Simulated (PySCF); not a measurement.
**Atomic calculation for Ge²⁺**

Ge²⁺, configuration 1s2 2s2 2p6 3s2 3p6 3d9 4s2 4p1, multiplicity 3. Computed at this level: unrestricted LDA, aug-cc-pVDZ-DK, spin-free X2C-1e, Gaussian nucleus (PySCF).

Input:
```python
from pyscf import gto, scf, dft, mp, cc
import basis_set_exchange as bse
mol = gto.M(atom="Ge 0 0 0", charge=2, spin=2, symmetry="D2h",
            basis=gto.basis.parse(bse.get_basis("aug-cc-pVDZ-DK", elements=["Ge"], fmt="nwchem")),
            nucmod="G")
mf = dft.UKS(mol, xc="LDA,VWN").sfx2c1e()
mf.irrep_nelec = {'Ag': (6, 5), 'B1g': (1, 1), 'B2g': (1, 1), 'B3g': (1, 1), 'B1u': (3, 2), 'B2u': (2, 2), 'B3u': (2, 2)}
mf.kernel()
```

The script is an equivalent of what the driver set up; the driver started from orbitals of its own, so the log can be shorter than this script's would be, and it computed the properties (radii, ⟨L²⟩, response) afterwards. It held the occupations shell by shell, which the script's counts by irreducible representation don't always enforce.

Hardware: 1 CPU thread, shared host.

Log (extracts):
```
damping factor = 0
level_shift factor = 0
DIIS = <class 'pyscf.scf.diis.CDIIS'>
diis_start_cycle = 1
diis_space = 10
diis_damp = 0
SCF conv_tol = 1e-09
SCF conv_tol_grad = None
number electrons alpha = 16  beta = 14
XC functionals = LDA,VWN
    P. A. M. Dirac.,  Math. Proc. Cambridge Philos. Soc. 26, 376 (1930)
    F. Bloch.,  Z. Phys. 57, 545 (1929)
    S. H. Vosko, L. Wilk, and M. Nusair.,  Can. J. Phys. 58, 1200 (1980)
cycle= 1 E= -2093.17184419315  delta_E= -0.00584  |g|= 0.022  |ddm|= 0.803
cycle= 2 E= -2093.17196427698  delta_E= -0.00012  |g|= 0.0056  |ddm|= 0.0471
cycle= 3 E= -2093.17197351752  delta_E= -9.24e-06  |g|= 9.97e-05  |ddm|= 0.0197
cycle= 4 E= -2093.17197352219  delta_E= -4.67e-09  |g|= 2.68e-06  |ddm|= 0.0009
cycle= 5 E= -2093.17197352219  delta_E= -3.64e-12  |g|= 3.25e-08  |ddm|= 1.83e-05
converged SCF energy = -2093.17197352219  <S^2> = 2.0008592  2S+1 = 3.0005727
```

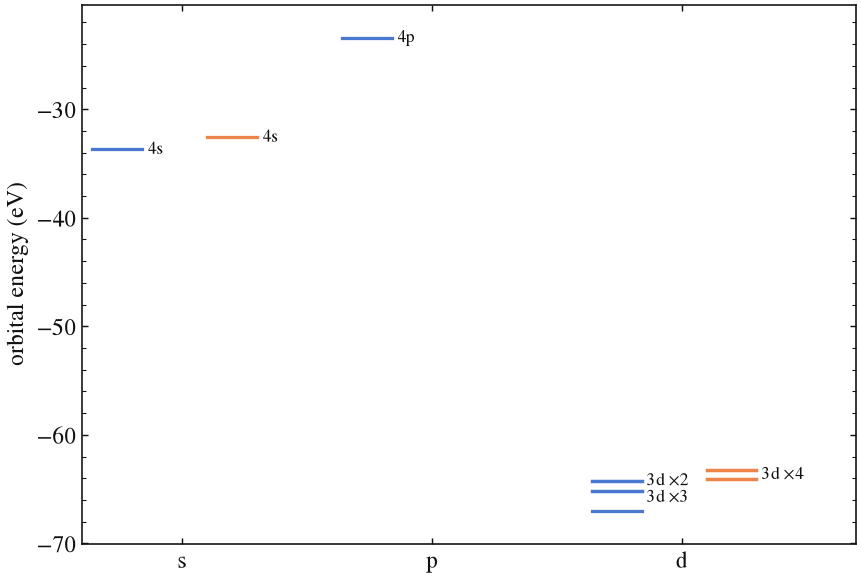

*Orbital energies of the mean field, from the top down to −67.0 eV, by angular momentum, α spin at the left of each column and β at the right; ×n counts the orbitals under one label. Empty levels that the record names by l alone aren't drawn.*

The highest filled orbital is 4p α at −23.4 eV, the lowest empty one d β at −63.9 eV.

Key numbers:

- outcome: converged
- total energy: −2093.1720 hartree
- ⟨S²⟩: 2.001
- ⟨L²⟩: 8.00
- SCF iterations: 5
- CPU time: 0.8 s (integrals apart)

Notes:

The driver held the occupations shell by shell, and empty d levels lie below the filled 4s. The script shown fixes the counts by irreducible representation only, so by itself it can fall to another configuration. This is not the ground configuration of the species. ⟨L²⟩ departs from that of the intended term, so the determinant mixes terms.
